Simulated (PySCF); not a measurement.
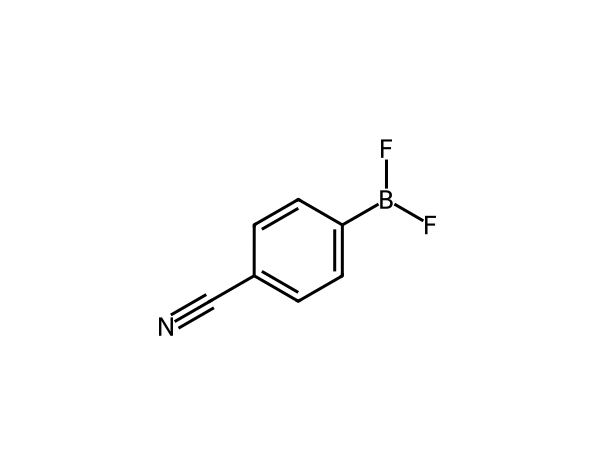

2D structure.

> Transcribe the drawing into SMILES.

N#Cc1ccc(B(F)F)cc1

> Give the formula, hydrogens included.

C7H4BF2N.

> An optimisation with PBE0-D3(BJ)/def2-SVP gave a structure of which point group?

C2v. Other conformers may differ.

The parts below concern this one geometry. Atoms keep their numbers from picture to picture. Computed geometry: PBE0-D3(BJ)/def2-SVP optimisation. No frequency run is at hand to confirm it as a minimum.

### Geometry

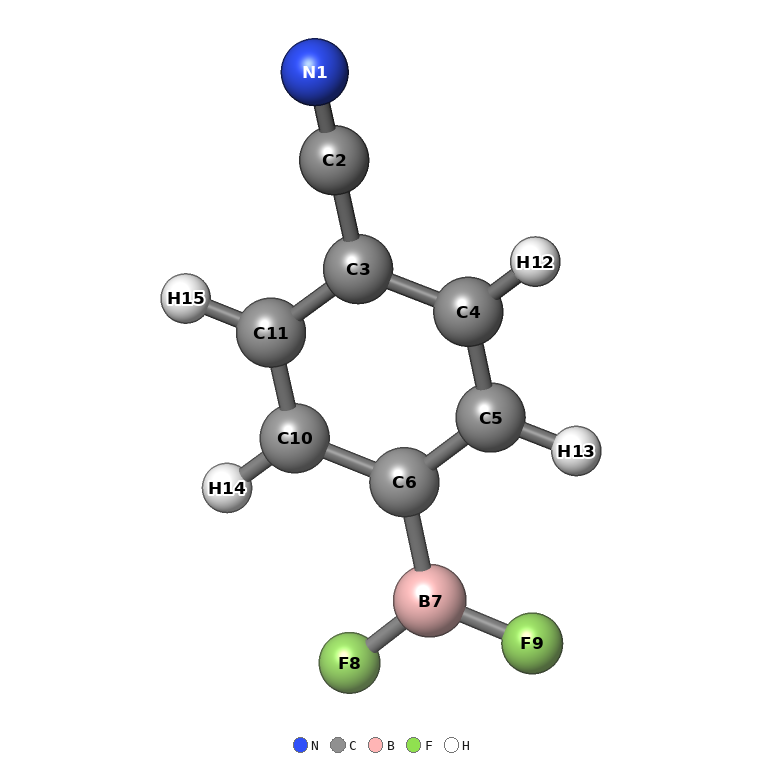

Atoms carry their numbers in the input. No frequency run is at hand to confirm it as a minimum.

> Describe the coordination of atom 6.

C6 has 3 neighbours (C5 at 1.40, B7 at 1.55, C10 at 1.40 Å); the arrangement is trigonal planar.

> How are the neighbours of atom 3 arranged?

C3 has 3 neighbours (C2 at 1.43, C4 at 1.40, C11 at 1.40 Å); the arrangement is trigonal planar.

> What is the geometry at C5?

C5 has 3 neighbours (C4 at 1.39, C6 at 1.40, H13 at 1.09 Å); the arrangement is trigonal planar.

> Describe the coordination of atom 4.

C4 has 3 neighbours (C3 at 1.40, C5 at 1.39, H12 at 1.09 Å); the arrangement is trigonal planar.

> What is the dihedral angle C4–C3–C11–C10?

0° in size, that is syn (eclipsed).

### Dipole moment

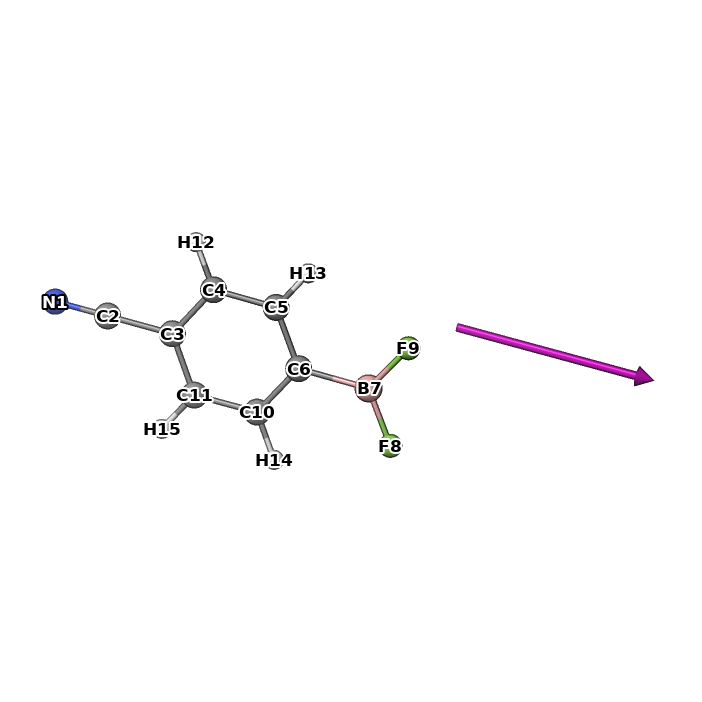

The arrow beside the molecule shows the direction of the dipole moment, from the negative to the positive end (its length means nothing). No frequency run is at hand to confirm it as a minimum. Properties computed with PBE0/pcSseg-1 in acetone (IEF-PCM) (PySCF 2.14.0).

> How large is the dipole moment?

3.11 D; it points from the side of N1 to the side of F8, F9 (the outermost atoms at the two ends).

### Ring current

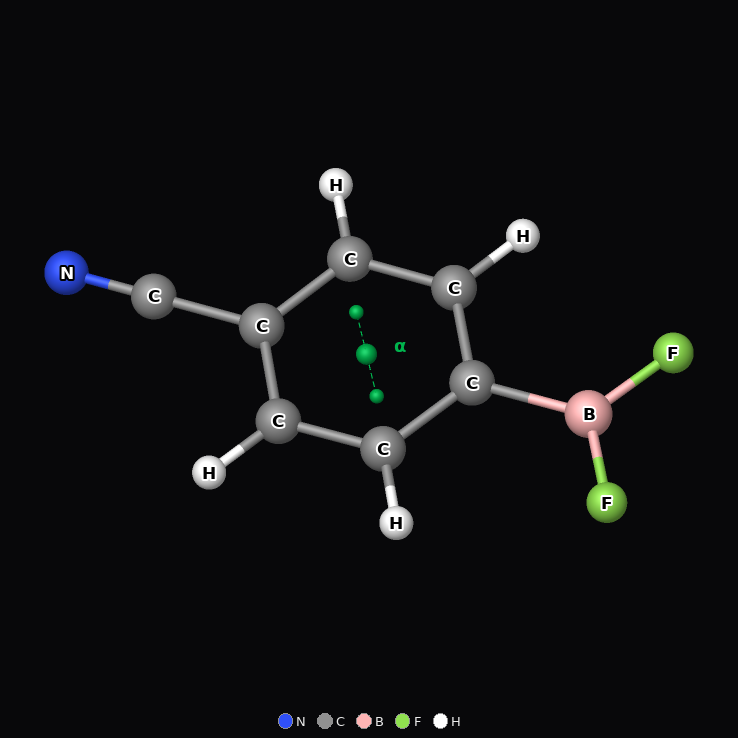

The small points mark where nucleus-independent chemical shifts (NICS) were computed: at the centre of each lettered ring and 1 Å above and below it. No frequency run is at hand to confirm it as a minimum. Level of theory: GIAO PBE0/pcSseg-1 NMR shielding, non-relativistic, IEF-PCM water (PySCF 2.14.0).

Give NICS(0), NICS(1) and the out-of-plane component NICS(1)zz for each ring (means of the two sides).

```csv
ring,members,NICS(0),NICS(1),NICS(1)zz
α,C6,−8.3,−11.3,−27.5
```

Values in ppm.

> What do the values say about the ring currents?

Ring α: diatropic, as in an aromatic ring. NICS is one index among several.

### Levels of theory compared

No frequency run is at hand to confirm it as a minimum. Program: PySCF 2.14.0.

Tabulate HOMO–LUMO gap (eV), HOMO energy (eV) at these levels: PBE0/pcSseg-1 in acetone (IEF-PCM); PBE0/pcSseg-1 in water (IEF-PCM); ωB97X-D/def2-SVPD; ωB97X-D/def2-SVPD in acetone (IEF-PCM); ωB97X-D/def2-SVPD in water (IEF-PCM).

```csv
level,HOMO–LUMO gap (eV),HOMO energy (eV)
PBE0/pcSseg-1 in acetone (IEF-PCM),5.74,−8.07
PBE0/pcSseg-1 in water (IEF-PCM),5.73,−8.05
ωB97X-D/def2-SVPD,9.11,−10.02
ωB97X-D/def2-SVPD in acetone (IEF-PCM),9.15,−9.81
ωB97X-D/def2-SVPD in water (IEF-PCM),9.14,−9.80
```
